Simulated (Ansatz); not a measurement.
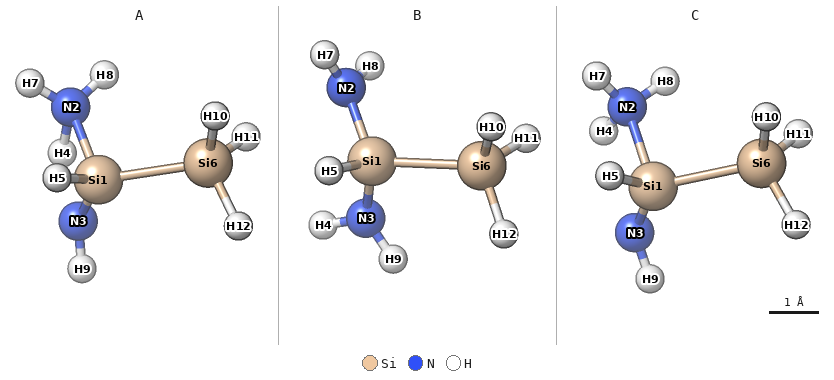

Three geometries of Si2N2H8: a saddle point and the two minima that it joins, in shuffled order. A ball-and-stick model, seen at a tilt. Sticks join atoms that are closer than about 1.2 times the sum of their covalent radii (a little more with hydrogen).

Stationary points at PBE0-D4/def2-TZVP, single-point energies with CCSD(T)/CBS, PBE-QIDH, wB97M-V (def2-TZVPP where no basis is named; Ansatz 0.2.0). The energies are electronic, without zero-point or thermal terms, and both ends are the minima reached downhill from the saddle, with any fragments still in contact. CCSD(T)/CBS stands for a frozen-core estimate: MP2 correlation extrapolated from def2-TZVPP and def2-QZVPP, CCSD(T) minus MP2 from the smaller set.

Q: Identify the saddle point and describe the reaction.

A: Frame A is the saddle point. From B over the saddle to C, a bond forms: N2–H4 (3.06 → 1.19 → 1.03 Å). A bond breaks: N3–H4 (1.01 → 1.47 → 2.22 Å). The saddle has one imaginary mode, 1155i cm⁻¹. With CCSD(T)/CBS the barrier is 217.0 kJ/mol from B and 24.8 kJ/mol from C, and C lies 192.2 kJ/mol above B. By Pauling bond orders of the changing bonds the saddle lies closer to C, the higher end, as Hammond's postulate suggests.

| level | barrier from B (kJ/mol) | barrier from C (kJ/mol) | C less B (kJ/mol) |
| --- | --- | --- | --- |
| CCSD(T)/CBS | 217.0 | 24.8 | 192.2 |
| PBE-QIDH | 217.7 | 19.3 | 198.3 |
| wB97M-V | 218.5 | 22.5 | 195.9 |
